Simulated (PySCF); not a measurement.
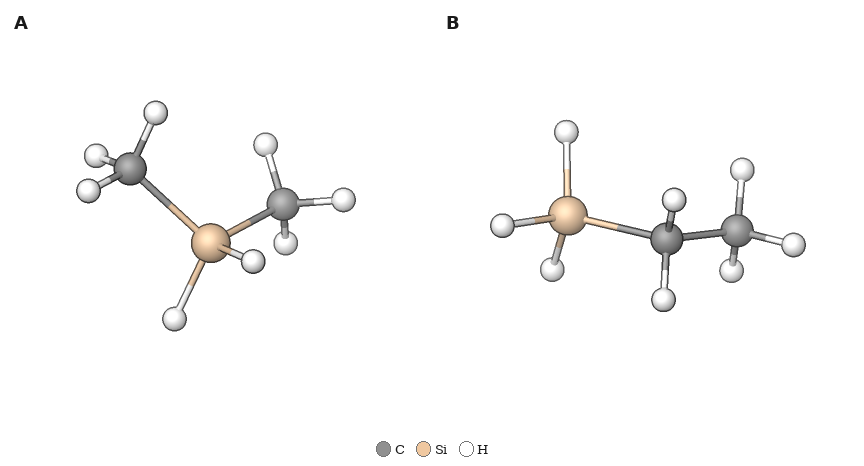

2 stationary structures of one formula. Geometries: PBE0-D3(BJ)/def2-SVP. Electronic energies: PBE0/pcSseg-1 (PySCF 2.14.0), without zero-point energy. No frequency run is at hand to confirm each as a minimum.

**How are they related?**

They are constitutional isomers of C2H8Si: A `C[SiH2]C`, B `CC[SiH3]`.

**Which structure is the most stable?**

A is lowest; B lies 10.1 kcal/mol above it.
